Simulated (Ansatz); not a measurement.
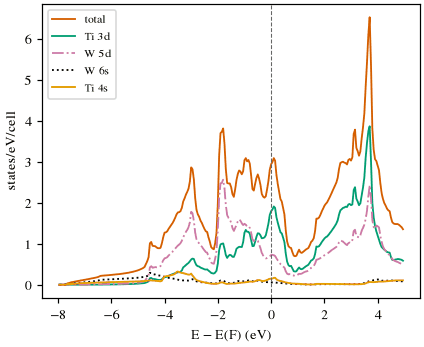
*Total and projected density of states of TiW in space group Cmmm (No. 65; Ti on 2a, W on 2c), PBEsol in the plane-wave PAW code Ansatz*

Q: Which orbitals carry the states next to the Fermi level?

A: Within 0.5 eV of the Fermi level: Ti 3d 58 %, W 5d 28 %, outside the projected shells 6 %. Projections are on Löwdin-orthogonalised atomic valence shells; empty p or d shells of many metals are not among them.

Q: Where is the tallest occupied peak in this window, and what makes it?

A: Near -1.8 eV, about 3.8 states/eV per cell; the largest projected share is W 5d.

The workflow started from a Materials Project entry (that database holds measured and hypothetical structures alike); the Crystallography Open Database copy checked does not list it. With Ti and W taken as one species the cell has the higher symmetry Im-3m, so it may be an ordered model of a mixed-site phase. Whether it is the stable phase at ambient conditions was not checked. The cell was relaxed with PBEsol under the symmetry of its start; whether a distortion lowers the energy is not shown. The run is not spin-polarised. Scalar-relativistic: spin–orbit coupling is off unless named, which matters more the heavier the elements.

Potentials: the later of the program's two PAW sets.
